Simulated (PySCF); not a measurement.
# AlH3 (SMILES [AlH3]): B2PLYP/6-31G

Aim: the vertical ionisation energy of AlH3 at B2PLYP/6-31G, from 2 runs. Input form: a Python script.

The results are computed with PySCF 2.14.0.

10 further runs of the same task are left out: 10 set aside as unsound or not needed.

## Step 1: Starting point

AlH3: 4 atoms, total charge 0, spin state singlet. As SMILES, `[AlH3]`. The coordinates come from a PBE0-D4/def2-TZVP relaxation.

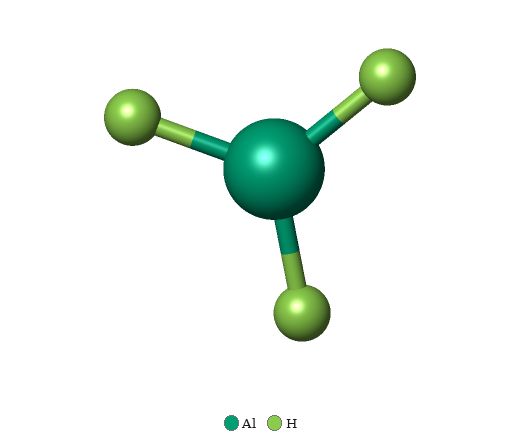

The structure, seen from a chosen angle (aluminium teal, hydrogen green).

## Step 2: The energy at B2PLYP/6-31G

Input file job.py:

```python
# [AlH3]
from pyscf import gto, dft, mp

molecule = gto.Mole()
molecule.atom = '''
Al     0.025889    -0.027968    -0.009638
H      1.196575     1.267817     2.425652
H     -2.533745    -1.572252     0.198610
H      1.416161     0.218641    -2.652987
'''
molecule.basis = '6-31g'
molecule.unit = 'bohr'
molecule.verbose = 3
molecule.charge = 0
molecule.max_memory = 1860
molecule.build()

mf = dft.RKS(molecule)
mf.xc = '0.53*HF + 0.47*B88, 0.73*LYP'
mf.grids.level = 5
mf.conv_tol = 1e-10
mf.kernel()
if not mf.converged:
    mf = mf.newton().run(mf.mo_coeff, mf.mo_occ)

pt = mp.MP2(mf, frozen=5).run()
etot = mf.e_tot + 0.27 * pt.e_corr
print('PT2 part  %.8f' % (0.27 * pt.e_corr))
print('Final energy', etot)
```

Started as:

```
OMP_NUM_THREADS=1 python job.py
```

The log of the run:

```text
converged SCF energy = -243.999989263057
E(RMP2) = -244.053882506089  E_corr = -0.053893243031779
E(SCS-RMP2) = -244.062852730647  E_corr = -0.0628634675896176
PT2 part  -0.01455118
Final energy -244.01454043867557
```

It took 1.8 s on 1 thread of Arm Neoverse V1, shared host; peak memory 0.18 GiB.

## Step 3: The doublet cation

Input file input.py:

```python
from pyscf import gto, dft, mp

system = gto.M(
    atom='Al 0.013700 -0.014800 -0.005100; H 0.633200 0.670900 1.283600; H -1.340800 -0.832000 0.105100; H 0.749400 0.115700 -1.403900',
    spin=1,
    charge=1,
    max_memory=1860,
    verbose=4,
    basis='6-31g',
)

mf = dft.UKS(system, xc='0.53*HF + 0.47*B88, 0.73*LYP')
mf.conv_tol = 1e-10
mf.grids.level = 5
mf.kernel()
if not mf.converged:
    mf = mf.newton().run(mf.mo_coeff, mf.mo_occ)

pt = mp.MP2(mf, frozen=5).run()
etot = mf.e_tot + 0.27 * pt.e_corr
print('PT2 part  %.8f' % (0.27 * pt.e_corr))
print('E = %.10f Eh' % etot)
```

Started as:

```
OMP_NUM_THREADS=1 python input.py
```

The log of the run:

```text
PySCF version 2.14.0

[INPUT] num. atoms = 4
[INPUT] num. electrons = 15
[INPUT] charge = 1
[INPUT] spin (= nelec alpha-beta = 2S) = 1
[INPUT] symmetry False subgroup None
[INPUT] Mole.unit = angstrom
[INPUT] Symbol           X                Y                Z      unit          X                Y                Z       unit  Magmom
[INPUT]  1 Al     0.013700000000  -0.014800000000  -0.005100000000 AA    0.025889247907  -0.027967946644  -0.009637603235 Bohr   0.0
[INPUT]  2 H      0.633200000000   0.670900000000   1.283600000000 AA    1.196574582075   1.267817256971   2.425652453492 Bohr   0.0
[INPUT]  3 H     -1.340800000000  -0.832000000000   0.105100000000 AA   -2.533744787817  -1.572252135638   0.198610215692 Bohr   0.0
[INPUT]  4 H      0.749400000000   0.115700000000  -1.403900000000 AA    1.416160757749   0.218641312612  -2.652986506277 Bohr   0.0

nuclear repulsion = 13.5921908213783
number of shells = 13
number of NR pGTOs = 58
number of NR cGTOs = 19
basis = 6-31g
ecp = {}

******** <class 'pyscf.dft.uks.UKS'> ********
method = UKS
initial guess = minao
damping factor = 0
level_shift factor = 0
DIIS = <class 'pyscf.scf.diis.CDIIS'>
diis_start_cycle = 1
diis_space = 8
diis_damp = 0
SCF conv_tol = 1e-10
SCF conv_tol_grad = None
SCF max_cycles = 50
direct_scf = True
direct_scf_tol = 1e-13
number electrons alpha = 8  beta = 7
XC library pyscf.dft.libxc version 7.0.0
    S. Lehtola, C. Steigemann, M. J.T. Oliveira, and M. A.L. Marques.,  SoftwareX 7, 1–5 (2018)
XC functionals = 0.53*HF + 0.47*B88, 0.73*LYP
    A. D. Becke.,  Phys. Rev. A 38, 3098 (1988)
    C. Lee, W. Yang, and R. G. Parr.,  Phys. Rev. B 37, 785 (1988)
    B. Miehlich, A. Savin, H. Stoll, and H. Preuss.,  Chem. Phys. Lett. 157, 200 (1989)
radial grids:
    Treutler-Ahlrichs [JCP 102, 346 (1995); DOI:10.1063/1.469408] (M4) radial grids

becke partition: Becke, JCP 88, 2547 (1988); DOI:10.1063/1.454033
pruning grids: <function nwchem_prune>
grids dens level: 5
symmetrized grids: False
atomic radii adjust function: <function treutler_atomic_radii_adjust>
small_rho_cutoff = 0
Set gradient conv threshold to 1e-05
tot grids = 113672
init E= -243.698876359649
[... the frontier-level lines of each cycle are left out ...]



cycle= 1 E= -243.556957833782  delta_E= 0.142  |g|= 0.154  |ddm|= 0.992
cycle= 2 E= -243.588065971313  delta_E= -0.0311  |g|= 0.0406  |ddm|= 0.41
cycle= 3 E= -243.590631451781  delta_E= -0.00257  |g|= 0.0158  |ddm|= 0.086
cycle= 4 E= -243.591071746958  delta_E= -0.00044  |g|= 0.00501  |ddm|= 0.035
cycle= 5 E= -243.591152177157  delta_E= -8.04e-05  |g|= 0.00113  |ddm|= 0.0193
cycle= 6 E= -243.591156821058  delta_E= -4.64e-06  |g|= 0.000382  |ddm|= 0.00473
cycle= 7 E= -243.591157535325  delta_E= -7.14e-07  |g|= 0.000239  |ddm|= 0.0015
cycle= 8 E= -243.591158124794  delta_E= -5.89e-07  |g|= 0.000234  |ddm|= 0.00148
cycle= 9 E= -243.59115823022  delta_E= -1.05e-07  |g|= 0.000233  |ddm|= 0.000261
cycle= 10 E= -243.591158215417  delta_E= 1.48e-08  |g|= 0.000233  |ddm|= 3.73e-05
cycle= 11 E= -243.591158216056  delta_E= -6.4e-10  |g|= 0.000233  |ddm|= 1.83e-06
cycle= 12 E= -243.591157619109  delta_E= 5.97e-07  |g|= 0.000217  |ddm|= 0.00153
cycle= 13 E= -243.591154144775  delta_E= 3.47e-06  |g|= 6.31e-05  |ddm|= 0.0162
cycle= 14 E= -243.591154077749  delta_E= 6.7e-08  |g|= 8.83e-06  |ddm|= 0.00272
cycle= 15 E= -243.591154078332  delta_E= -5.83e-10  |g|= 2.82e-06  |ddm|= 0.000157
cycle= 16 E= -243.591154077991  delta_E= 3.4e-10  |g|= 7.74e-07  |ddm|= 0.000156
cycle= 17 E= -243.591154077989  delta_E= 2.67e-12  |g|= 4.02e-07  |ddm|= 8.1e-06
Extra cycle  E= -243.591154077989  delta_E= -5.12e-13  |g|= 2.91e-07  |ddm|= 1.25e-06
converged SCF energy = -243.591154077989  <S^2> = 0.77040142  2S+1 = 2.0202984

******** <class 'pyscf.mp.ump2.UMP2'> ********
nocc = (np.int64(3), np.int64(2)), nmo = (14, 14)
frozen orbitals 5
E(UMP2) = -243.639881670903  E_corr = -0.0487275929142821
E(SCS-UMP2) = -243.648135334226  E_corr = -0.0569812562366684
E_corr(same-spin) = -0.0017213714543885
E_corr(oppo-spin) = -0.0470062214598935
PT2 part  -0.01315645
E = -243.6043105281 Eh
```

Run time: 4.5 s. Hardware: 1 thread of Arm Neoverse V1, shared host; peak memory 0.19 GiB.

## Step 4: Outcome

At B2PLYP/6-31G, 5 core orbitals frozen:

| quantity | value |
| --- | --- |
| singlet AlH3: total energy | -244.01454 Eh |
| singlet AlH3: dipole moment (SCF part) | 0.00 D |
| singlet AlH3: HOMO energy (SCF part's orbitals) | -9.76 eV |
| singlet AlH3: LUMO energy (SCF part's orbitals) | -0.86 eV |
| singlet AlH3: HOMO–LUMO gap (SCF part's orbitals) | 8.91 eV |
| doublet cation: total energy | -243.60431 Eh |
| doublet cation: HOMO energy (SCF part's orbitals) (highest over α and β) | -16.15 eV |
| doublet cation: LUMO energy (SCF part's orbitals) (lowest over α and β) | -12.51 eV |
| doublet cation: ⟨S²⟩ | 0.770 |
| vertical ionisation energy (to the doublet cation) | 11.163 eV |

**Reading.** The vertical ionisation energy comes to 11.16 eV (257 kcal/mol). −ε(HOMO) before ionisation, 9.76 eV, is 1.40 eV below this ionisation energy. Mulliken charges (singlet AlH3) run from -0.22 on H2 to +0.66 on Al1; they depend strongly on the basis. Mulliken charges (doublet cation) run from -0.03 on H2 to +0.92 on Al1; they depend strongly on the basis.
